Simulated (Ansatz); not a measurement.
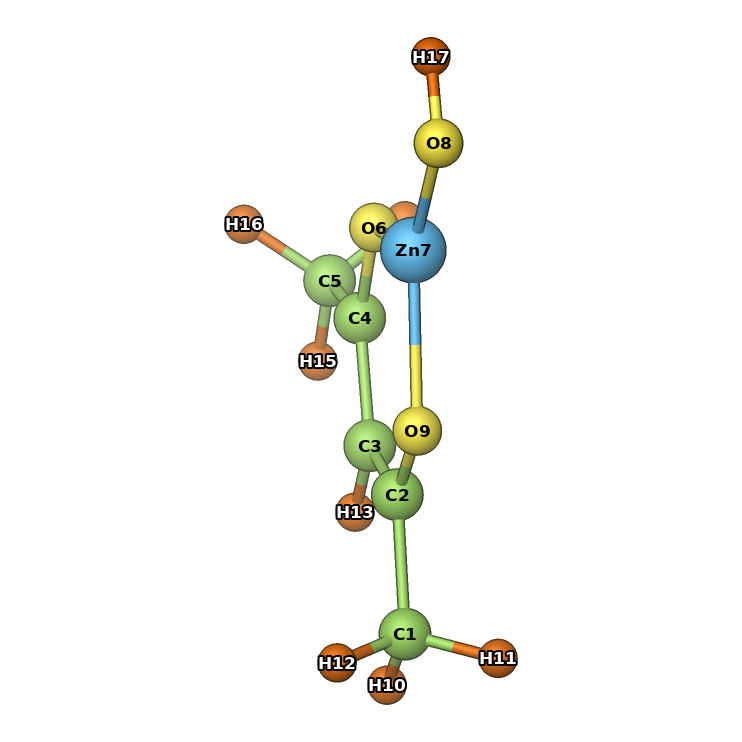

O6 lies behind Zn7. The molecule seen a little off the Zn7–O6 bond, Zn7 in front. Atoms fade into the background with distance from the viewer. The geometry was computed by an optimisation with PBE0-D4/def2-TZVP. No frequency run is at hand to confirm it as a minimum.

What is the torsion angle O8–Zn7–O6–C4? The sign is positive where the front bond must turn clockwise to cover the back bond.

Answer. 180°, antiperiplanar (anti).
